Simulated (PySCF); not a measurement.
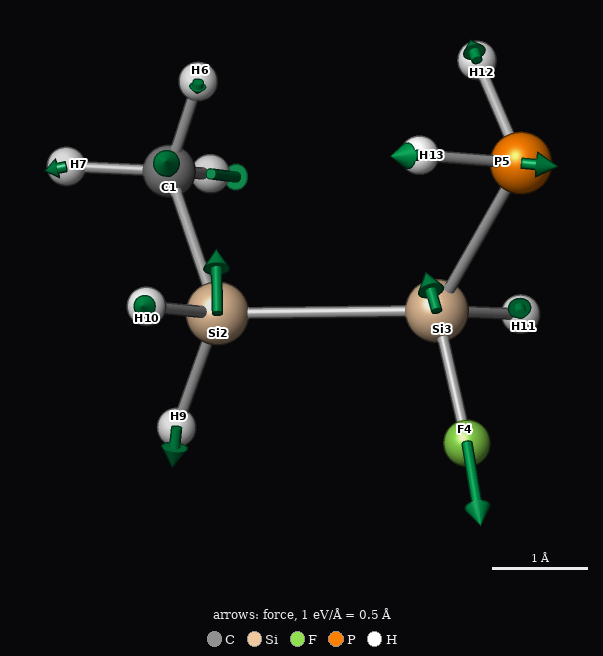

Starting geometry of CH8FPSi2 with the computed forces as green arrows. A ball-and-stick model, seen at a tilt.

The start comes from GFN2-xTB. Its atoms were then displaced at random by about 0.01 Å.

Computed with PBE0-D3(BJ)/def2-SVP geometry optimisation, gas phase (PySCF 2.14.0, density-fitted response routines). 

What follows when this structure is relaxed?

It isn't relaxed: the largest force vector, on the C atom, is 2.15 eV/Å. The final displacements have little in common with the starting forces (cosine between the two patterns 0.12). The atom that moves furthest after the best rigid fit is an H atom (0.49 Å). Largest moves by element: H 0.49 Å, C 0.21 Å, P 0.21 Å, F 0.19 Å, Si 0.12 Å. Near-neighbour distances that change, for instance: F–Si 1.587 → 1.636 Å, H–Si 1.451 → 1.497 Å, C–H 1.055 → 1.100 Å, H–P 1.394 → 1.430 Å. Bond angles that change, for instance: Si–Si–P 119.5° → 112.8°, F–Si–H 102.0° → 107.6°, Si–Si–H 117.7° → 112.7°. The energy falls by 6.01 kcal/mol in 10 geometry steps.
